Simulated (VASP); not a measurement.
Band structure of Li₂O (antifluorite). These are SCAN meta-GGA, VASP's PBE PAW potentials (set 64) (plane waves; VASP) values and carry that method's errors.

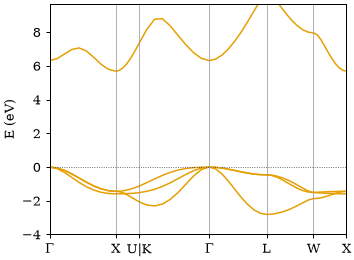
Bands along high-symmetry lines, zero at the valence-band maximum or, without a gap, the Fermi level

### Question
Read the plot: is there a gap, and where are the band edges?

### Answer
The gap is indirect, 5.69 eV, from the valence maximum at Γ to the conduction minimum at X.

Measured: gap 8.00 eV (computed value off by -2.31 eV), as given by Das et al., (2018), arXiv:1807.05623.

The compound is Li2O in the antifluorite structure. It was relaxed first.
